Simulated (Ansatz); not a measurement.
The starting structures come from a database of crystals and need not be the phases stable at ambient conditions.

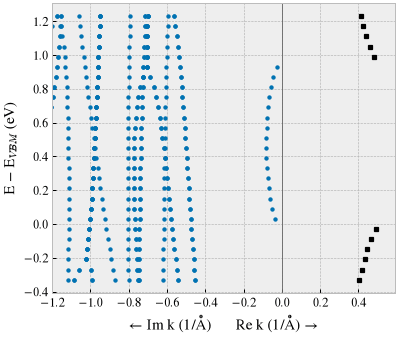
Figure: Complex bands at the centre of the two-dimensional zone; r2SCAN run with Ansatz (a quantum-chemistry and plane-wave program)

The gap is the functional's own, uncorrected, and κ follows it; spin-orbit coupling is left out. Mid-gap values are interpolated between the computed energies.

Problem. This is Cs(TeO$_{3}$)$_{2}$ (R-3m, not sure to be the ambient phase, 18 atoms a cell, 15.7 Å³ an atom) along the normal of (001). Read off the slowest decay at the centre of the two-dimensional zone at 0.45 eV, the computed energy nearest the middle of the gap.

Solution. κ ≈ 0.08 1/Å, a decay length 1/(2κ) of the density of 6.2 Å.
